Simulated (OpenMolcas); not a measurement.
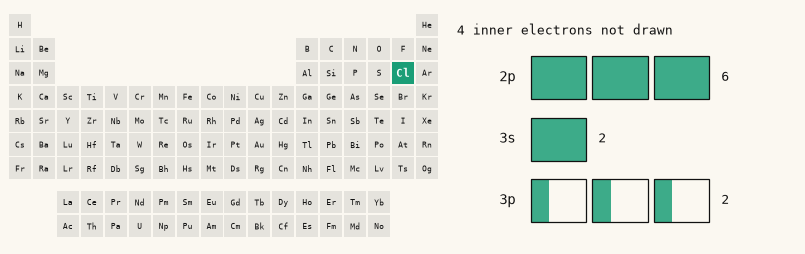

**Figure 1.** Left, the place of chlorine in the periodic table; right, the outer shells of the leading configuration of the lowest level: a box for each of the 2l + 1 orbitals, shaded by the share of the shell that is filled, with the electron count at the right.

# Multiconfigurational calculation, with input and output: Cl³⁺

System: Cl³⁺.
Method: state-averaged SS-RASPT2, IPEA shift 0.4, real shift 0.5 hartree, closed shells 2s 2p correlated, active space 4 electrons in the shells 3s 3p 3d; RAS3 3d with at most 2 electrons, basis ANO-RCC-VTZP, X2C scalar Hamiltonian, spin-orbit coupling by RASSI with atomic mean-field integrals (OpenMolcas).

### The input
```
&GATEWAY
Coord
1

Cl 0.0 0.0 0.0
Basis=ANO-RCC-VTZP
Group=XYZ
NoMove
AngMom=0.0 0.0 0.0
AMFI
RX2C
&SEWARD
&RASSCF
FileOrb=start.orb
Symmetry=1
Spin=3
nActEl=4 0 0
Inactive=2 3
Ras2=1 3
CIRoot=6 6 1
SDav=6
CIMx=300
Iter=120 100
PrWF=0.3
OrbListing=Nothing
MaxOrb=0
Atom
>>> COPY $Project.JobIph JOBPRE
&RASSCF
FileOrb=start.orb
Symmetry=1
Spin=3
nActEl=4 0 2
Inactive=2 3
Ras2=1 3
Ras3=5 0
CIRoot=3 3 1
SDav=211
CIMx=300
Iter=120 100
PrWF=0.3
OrbListing=Nothing
MaxOrb=0
Thrs=2.0e-7 1.0e-1 5.0e-4
Atom
>>> COPY $Project.JobIph JOB001
&RASSCF
FileOrb=start.orb
Symmetry=1
Spin=1
nActEl=4 0 2
Inactive=2 3
Ras2=1 3
Ras3=5 0
CIRoot=6 6 1
SDav=192
CIMx=300
Iter=120 100
PrWF=0.3
OrbListing=Nothing
MaxOrb=0
Thrs=2.0e-7 1.0e-1 5.0e-4
Atom
>>> COPY $Project.JobIph JOB002
&RASSCF
FileOrb=start.orb
Symmetry=2
Spin=5
nActEl=4 0 2
Inactive=2 3
Ras2=1 3
Ras3=5 0
CIRoot=1 1 1
SDav=36
CIMx=300
Iter=120 100
PrWF=0.3
OrbListing=Nothing
MaxOrb=0
Thrs=2.0e-7 1.0e-1 5.0e-4
Atom
>>> COPY $Project.JobIph JOB003
&RASSCF
FileOrb=start.orb
Symmetry=2
Spin=3
nActEl=4 0 2
Inactive=2 3
Ras2=1 3
Ras3=5 0
CIRoot=9 9 1
SDav=174
CIMx=300
Iter=120 100
PrWF=0.3
OrbListing=Nothing
MaxOrb=0
Thrs=2.0e-7 1.0e-1 5.0e-4
Atom
>>> COPY $Project.JobIph JOB004
&RASSCF
FileOrb=start.orb
Symmetry=2
Spin=1
nActEl=4 0 2
Inactive=2 3
Ras2=1 3
Ras3=5 0
CIRoot=8 8 1
SDav=138
CIMx=300
Iter=120 100
PrWF=0.3
OrbListing=Nothing
MaxOrb=0
Thrs=2.0e-7 1.0e-1 5.0e-4
Atom
>>> COPY $Project.JobIph JOB005
&RASSI
NrOfJobIphs=5 3 6 1 9 8
1 2 3
1 2 3 4 5 6
1
1 2 3 4 5 6 7 8 9
1 2 3 4 5 6 7 8
IphNames
JOB001
JOB002
JOB003
JOB004
JOB005
EJob
SpinOrbit
DIPRint=1.0
SOCoupling=1000.0
Subsets=2
MEES
Property=10
'ANGMOM' 1 'ANGMOM' 2 'ANGMOM' 3 'MLTPL  1' 1 'MLTPL  1' 2 'MLTPL  1' 3
'AMFI' 1 'AMFI' 2 'AMFI' 3 'MLTPL  2' 6
SOProperty=3
'ANGMOM' 1 'ANGMOM' 2 'ANGMOM' 3
>>> COPY JOB001 $Project.JobIph
&CASPT2
Multistate=3 1 2 3
NoMult
Frozen=1 0
IPEA=0.4
Shift=0.5
MaxIter=60
WThr=0.0 0.3 0.05
PrWF=0.5
NoMix
>>> COPY JOB002 $Project.JobIph
&CASPT2
Multistate=6 1 2 3 4 5 6
NoMult
Frozen=1 0
IPEA=0.4
Shift=0.5
MaxIter=60
WThr=0.0 0.3 0.05
PrWF=0.5
NoMix
>>> COPY JOB003 $Project.JobIph
&CASPT2
Multistate=1 1
Frozen=1 0
IPEA=0.4
Shift=0.5
MaxIter=60
WThr=0.0 0.3 0.05
PrWF=0.5
NoMix
>>> COPY JOB004 $Project.JobIph
&CASPT2
Multistate=9 1 2 3 4 5 6 7 8 9
NoMult
Frozen=1 0
IPEA=0.4
Shift=0.5
MaxIter=60
WThr=0.0 0.3 0.05
PrWF=0.5
NoMix
>>> COPY JOB005 $Project.JobIph
&CASPT2
Multistate=8 1 2 3 4 5 6 7 8
NoMult
Frozen=1 0
IPEA=0.4
Shift=0.5
MaxIter=60
WThr=0.0 0.3 0.05
PrWF=0.5
NoMix
```

The file start.orb holds starting orbitals from an earlier step. A driver script formed the levels outside the program, from RASSI's spin-orbit matrix and the CASPT2 energies (for multi-state variants, the effective Hamiltonian), averaged over the components of each term or state. The log and the time are those of the CASPT2 step.

Launched with:
```bash
OMP_NUM_THREADS=1 MOLCAS_MEM=2252 MOLCAS_PROJECT=a pymolcas a.inp > a.log  # once for each step of the input, in one work folder
```

### Output (extracts)
```
--- CASPT2 ---
Orbital specifications:
      -----------------------

      Symmetry species                           1   2
                                                ag  au
      Frozen orbitals                            1   0
      Inactive orbitals                          1   3
      Active orbitals                            6   3
      Secondary orbitals                         7  13
      Deleted orbitals                           0   0
      Number of basis functions                 15  19
Type of calculation                        SS-CASPT2
      Fock operator                              state-specific
      IPEA shift                                 0.40
      Real shift                                 0.50
      Imaginary shift                            0.00
      The input orbitals will be transformed to quasi-canonical
Reference energy:        -458.2825937009
      E2 (Non-variational):      -0.0311062805
      Shift correction:          -0.0019495488
      E2 (Variational):          -0.0330558293
      Total energy:            -458.3156495302
      Residual norm:              0.0000004174
      Reference weight:           0.99612
      Contributions to the CASPT2 correlation energy
      Active & Virtual Only:         -0.0130505899
      One Inactive Excited:          -0.0071960941
      Two Inactive Excited:          -0.0108595965
Reference energy:        -458.2825937009
      E2 (Non-variational):      -0.0311061293
      Shift correction:          -0.0019495087
      E2 (Variational):          -0.0330556380
      Total energy:            -458.3156493389
      Residual norm:              0.0000004173
      Reference weight:           0.99612
      Contributions to the CASPT2 correlation energy
      Active & Virtual Only:         -0.0130504484
      One Inactive Excited:          -0.0071960844
      Two Inactive Excited:          -0.0108595965
::    CASPT2 Root  1     Total energy:   -458.31564953
::    CASPT2 Root  2     Total energy:   -458.31564934
::    CASPT2 Root  3     Total energy:   -458.31564942
--- CASPT2 ---
Orbital specifications:
      -----------------------

      Symmetry species                           1   2
                                                ag  au
      Frozen orbitals                            1   0
      Inactive orbitals                          1   3
      Active orbitals                            6   3
      Secondary orbitals                         7  13
      Deleted orbitals                           0   0
      Number of basis functions                 15  19
Type of calculation                        SS-CASPT2
      Fock operator                              state-specific
      IPEA shift                                 0.40
      Real shift                                 0.50
      Imaginary shift                            0.00
      The input orbitals will be transformed to quasi-canonical
Reference energy:        -458.2126523594
      E2 (Non-variational):      -0.0388223068
      Shift correction:          -0.0031832604
      E2 (Variational):          -0.0420055672
      Total energy:            -458.2546579266
      Residual norm:              0.0000005174
      Reference weight:           0.99367
      Contributions to the CASPT2 correlation energy
      Active & Virtual Only:         -0.0204091759
      One Inactive Excited:          -0.0074035833
      Two Inactive Excited:          -0.0110095476
Reference energy:        -458.2126523594
      E2 (Non-variational):      -0.0388518539
      Shift correction:          -0.0031936659
      E2 (Variational):          -0.0420455198
      Total energy:            -458.2546978792
      Residual norm:              0.0000005363
      Reference weight:           0.99365
      Contributions to the CASPT2 correlation energy
      Active & Virtual Only:         -0.0204394231
      One Inactive Excited:          -0.0074036051
      Two Inactive Excited:          -0.0110088257
::    CASPT2 Root  1     Total energy:   -458.25465793
::    CASPT2 Root  2     Total energy:   -458.25469788
::    CASPT2 Root  3     Total energy:   -458.25472034
::    CASPT2 Root  4     Total energy:   -458.25471460
::    CASPT2 Root  5     Total energy:   -458.25471820
::    CASPT2 Root  6     Total energy:   -458.16689769
--- CASPT2 ---
Orbital specifications:
      -----------------------

      Symmetry species                           1   2
                                                ag  au
      Frozen orbitals                            1   0
      Inactive orbitals                          1   3
      Active orbitals                            6   3
      Secondary orbitals                         7  13
      Deleted orbitals                           0   0
      Number of basis functions                 15  19
Type of calculation                        SS-CASPT2
      Fock operator                              state-specific
      IPEA shift                                 0.40
      Real shift                                 0.50
      Imaginary shift                            0.00
      The input orbitals will be transformed to quasi-canonical
Reference energy:        -457.9756459731
      E2 (Non-variational):      -0.0228527925
      Shift correction:          -0.0012348298
      E2 (Variational):          -0.0240876223
      Total energy:            -457.9997335954
      Residual norm:              0.0000004086
      Reference weight:           0.99754
      Contributions to the CASPT2 correlation energy
      Active & Virtual Only:         -0.0066943299
      One Inactive Excited:          -0.0061066985
      Two Inactive Excited:          -0.0100517640
::    CASPT2 Root  1     Total energy:   -457.99973360
--- CASPT2 ---
Orbital specifications:
      -----------------------

      Symmetry species                           1   2
                                                ag  au
      Frozen orbitals                            1   0
      Inactive orbitals                          1   3
      Active orbitals                            6   3
      Secondary orbitals                         7  13
      Deleted orbitals                           0   0
      Number of basis functions                 15  19
Type of calculation                        SS-CASPT2
      Fock operator                              state-specific
      IPEA shift                                 0.40
      Real shift                                 0.50
      Imaginary shift                            0.00
      The input orbitals will be transformed to quasi-canonical
Reference energy:        -457.8130365920
      E2 (Non-variational):      -0.0329611632
      Shift correction:          -0.0027772292
      E2 (Variational):          -0.0357383924
      Total energy:            -457.8487749844
      Residual norm:              0.0000001936
      Reference weight:           0.99448
      Contributions to the CASPT2 correlation energy
      Active & Virtual Only:         -0.0156607009
      One Inactive Excited:          -0.0066606753
      Two Inactive Excited:          -0.0106397871
Reference energy:        -457.8130365920
      E2 (Non-variational):      -0.0329434651
      Shift correction:          -0.0027709828
      E2 (Variational):          -0.0357144479
      Total energy:            -457.8487510399
      Residual norm:              0.0000001931
      Reference weight:           0.99449
      Contributions to the CASPT2 correlation energy
      Active & Virtual Only:         -0.0156473976
      One Inactive Excited:          -0.0066562903
      Two Inactive Excited:          -0.0106397772
::    CASPT2 Root  1     Total energy:   -457.84877498
::    CASPT2 Root  2     Total energy:   -457.84875104
::    CASPT2 Root  3     Total energy:   -457.84877233
::    CASPT2 Root  4     Total energy:   -457.84877618
::    CASPT2 Root  5     Total energy:   -457.84876576
::    CASPT2 Root  6     Total energy:   -457.76670493
::    CASPT2 Root  7     Total energy:   -457.76670549
::    CASPT2 Root  8     Total energy:   -457.76670444
::    CASPT2 Root  9     Total energy:   -457.55246935
--- CASPT2 ---
Orbital specifications:
      -----------------------

      Symmetry species                           1   2
                                                ag  au
      Frozen orbitals                            1   0
      Inactive orbitals                          1   3
      Active orbitals                            6   3
      Secondary orbitals                         7  13
      Deleted orbitals                           0   0
      Number of basis functions                 15  19
Type of calculation                        SS-CASPT2
      Fock operator                              state-specific
      IPEA shift                                 0.40
      Real shift                                 0.50
      Imaginary shift                            0.00
      The input orbitals will be transformed to quasi-canonical
Reference energy:        -457.6669445578
      E2 (Non-variational):      -0.0399087408
      Shift correction:          -0.0038008147
      E2 (Variational):          -0.0437095555
      Total energy:            -457.7106541134
      Residual norm:              0.0000001073
      Reference weight:           0.99246
      Contributions to the CASPT2 correlation energy
      Active & Virtual Only:         -0.0212768994
      One Inactive Excited:          -0.0071660256
      Two Inactive Excited:          -0.0114658159
Reference energy:        -457.6669445578
      E2 (Non-variational):      -0.0399003515
      Shift correction:          -0.0037995698
      E2 (Variational):          -0.0436999214
      Total energy:            -457.7106444792
      Residual norm:              0.0000001077
      Reference weight:           0.99246
      Contributions to the CASPT2 correlation energy
      Active & Virtual Only:         -0.0212679175
      One Inactive Excited:          -0.0071666079
      Two Inactive Excited:          -0.0114658262
::    CASPT2 Root  1     Total energy:   -457.71065411
::    CASPT2 Root  2     Total energy:   -457.71064448
::    CASPT2 Root  3     Total energy:   -457.71065755
::    CASPT2 Root  4     Total energy:   -457.71064511
::    CASPT2 Root  5     Total energy:   -457.71064462
::    CASPT2 Root  6     Total energy:   -457.53771452
::    CASPT2 Root  7     Total energy:   -457.53770437
::    CASPT2 Root  8     Total energy:   -457.53771294
```

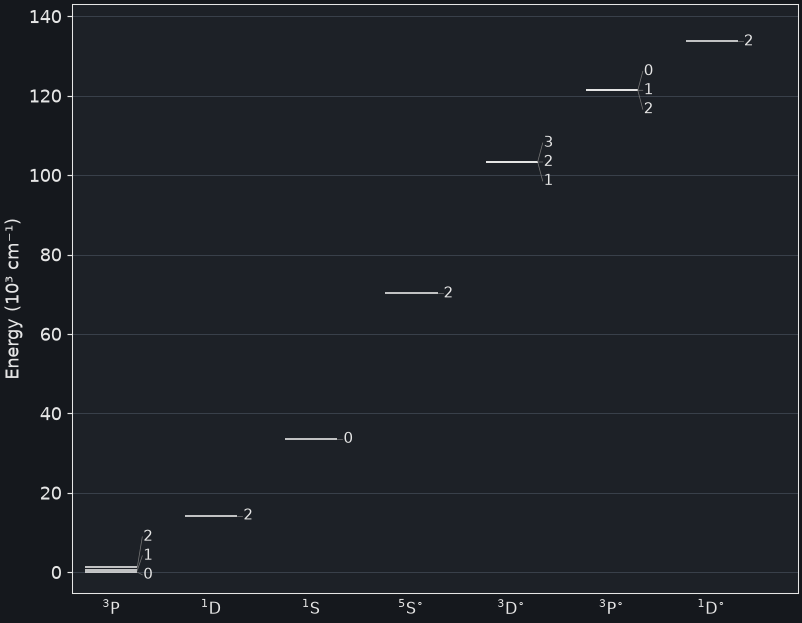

**Figure 2.** Level diagram of Cl³⁺ (chlorine, Z = 17). The lowest level is 3s² 3p² ³P₀. The first excited level, 3s² 3p² ³P₁, lies at 448 cm⁻¹. The ground term spreads over 1,240 cm⁻¹ in the order J = 0, 1, 2, a normal multiplet. Among those computed, the lowest level of opposite parity, 3s 3p³ ⁵S°₂, is at 70,200 cm⁻¹. The leading LS term holds 100 % of a level on average. Spin-orbit coupling puts the ground level 855 cm⁻¹ below the lowest spin-free term.

```tsv
Configuration	Level	E (cm⁻¹)	Landé g
3s² 3p²	³P₀	0	–
3s² 3p²	³P₁	448	1.501
3s² 3p²	³P₂	1,238	1.500
3s² 3p²	¹D₂	14,260	1.001
3s² 3p²	¹S₀	33,540	–
3s 3p³	⁵S°₂	70,180	2.002
3s 3p³	³D°₁	103,300	0.500
3s 3p³	³D°₂	103,300	1.168
3s 3p³	³D°₃	103,300	1.334
3s 3p³	³P°₂	121,300	1.500
3s 3p³	³P°₁	121,400	1.500
3s 3p³	³P°₀	121,400	–
3s 3p³	¹D°₂	133,700	1.001
```

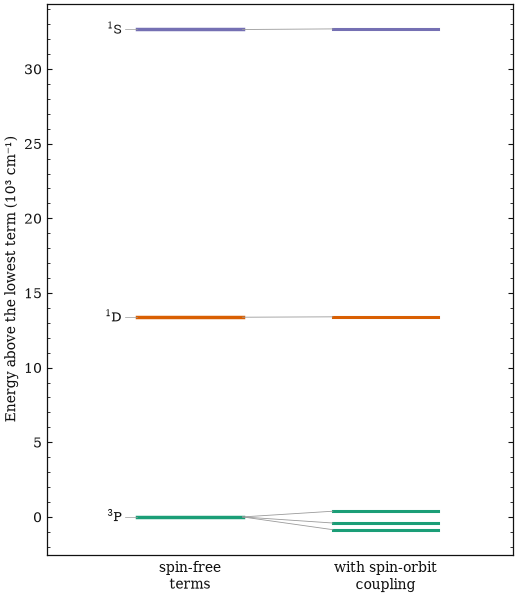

**Figure 3.** Terms of Cl IV (Cl³⁺) without and with spin-orbit coupling; the J values are left off. ³P (at 0) splits over 1,240 cm⁻¹ into J = 0, 1, 2 from the bottom up (normal); ¹D (at 13,400 cm⁻¹) gives the one level J = 2; ¹S (at 32,600 cm⁻¹) gives the one level J = 0. The ground level lies 855 cm⁻¹ below the lowest term.

### Results in brief

```tsv
quantity	value
outcome	converged
lowest level	3s² 3p² ³P₀
first excited level	3s² 3p² ³P₁, 448 cm⁻¹ (measured: 491)
energy of the lowest spin-free term	−458.31565 hartree
energy of the lowest spin-orbit level	−458.31955 hartree
CASPT2 correlation energy	−0.0331 hartree
largest spread among components of a term	13.7 cm⁻¹
lowest reference weight	0.989
hardware	1 thread of AMD EPYC (Zen 3), 64 GiB of memory available, shared host
wall time	20 s
```

### Remarks

Caveats: extra active shells serve correlation only, their own levels not computed; only configurations of the active space are included.
